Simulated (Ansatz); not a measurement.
CH₂AlClF (SMILES [CH2-][Al]([F])[Cl]) (charge −1)

```tsv
atom	x (Å)	y (Å)	z (Å)
C	-0.5996	0.2741	1.2726
Al	-0.6767	-0.7223	-0.2419
Cl	-2.0137	-2.4281	-0.6132
F	0.2423	-0.5704	-1.6835
H	0.0887	1.1177	1.4064
H	-1.2444	0.0799	2.1384
```

Geometry: PBE0-D3(BJ)/def2-SVPD.

Computed with Ansatz 0.2.0, isolated molecule in a Gaussian basis; Kohn-Sham density functional theory, functional PBE0.

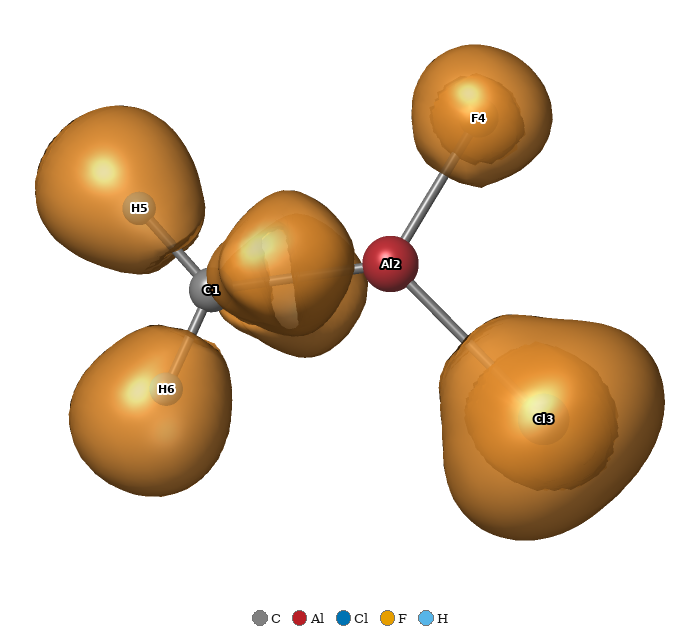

Figure 1. Isosurface of the electron localisation function at 0.8 (orange), seen across its widest extent. Only the valence region is drawn (cores and ρ < 0.01 e/Å³ removed).

### Identify the bonds, lone pairs and shells in this picture.

At this value the surface marks out one region between bonded Al–C atoms (shared pairs), two regions around hydrogen nuclei, one region on Cl in which the atom's valence shell and bonds are merged and one region wrapped around F (its valence shell).


Al–F (1.72 Å): the ELF peaks at about 0.85 in the valence shell of F, 0.6 Å from its nucleus, and is about 0.40 at the midpoint. C–Al (1.81 Å): the ELF peaks at about 0.90 between the atoms (a shared but strongly polarised pair).

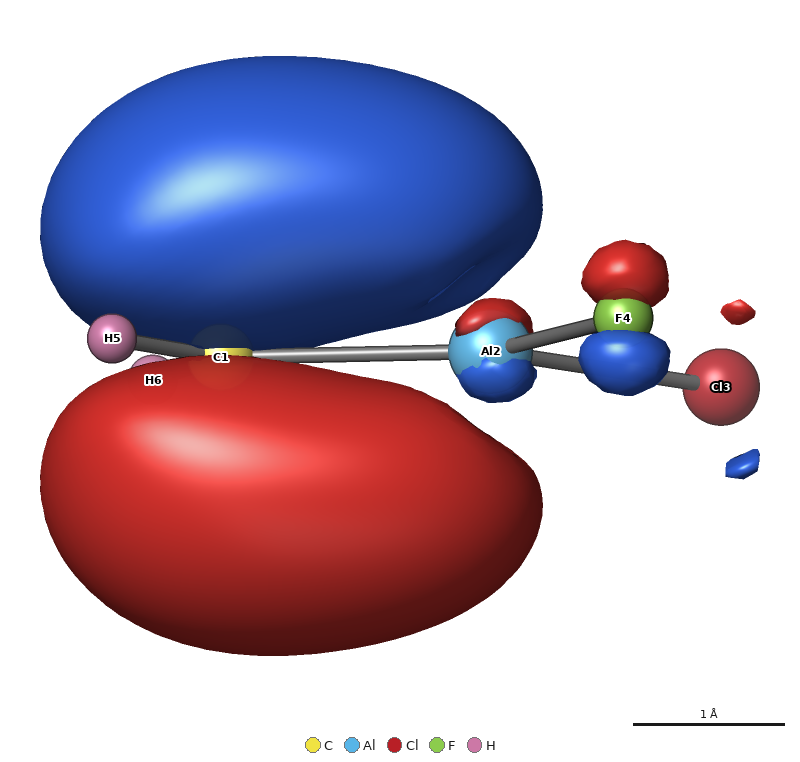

Figure 2. The HOMO at ±0.1 Å⁻³ᐟ² (blue and red are the two phases), seen from one side.

### Describe this orbital and give its energy.

It lies mainly on C1 (about 60 %) and Al2 (about 30 %); it changes sign across the molecular plane (π type); π-bonding across C1–Al2. Its energy is −0.23 eV.

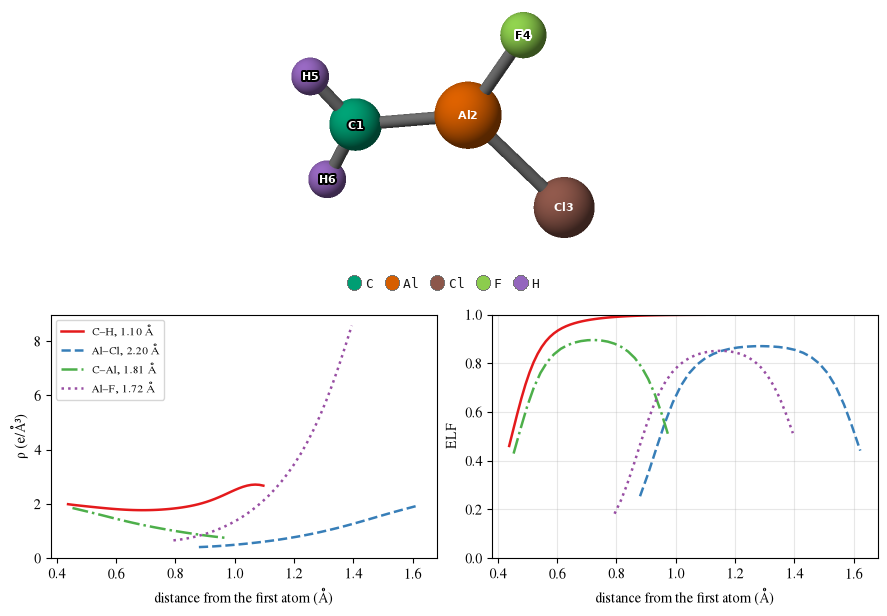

Figure 3. Electron density and ELF along straight lines between neighbouring atoms. The curves leave out the atomic cores. The structure is drawn too.

### What can be read from the curves?

C–H (1.10 Å): ρ is about 1.9 e/Å³ halfway; the ELF climbs to about 1 towards the hydrogen, as it does in any bond to H: a covalent bond by its length.
Al–Cl (2.20 Å): the density is about 0.61 e/Å³ at the midpoint; the ELF peaks at about 0.85 in the valence shell of Cl, 0.9 Å from its nucleus, and is about 0.80 at the midpoint.
C–Al (1.81 Å): the density is about 0.83 e/Å³ at the midpoint; the ELF peaks at about 0.90 between the atoms: a shared but strongly polarised pair.
Al–F (1.72 Å): ρ is about 0.77 e/Å³ halfway; the ELF peaks at about 0.85 in the valence shell of F, 0.6 Å from its nucleus, and is about 0.40 at the midpoint.
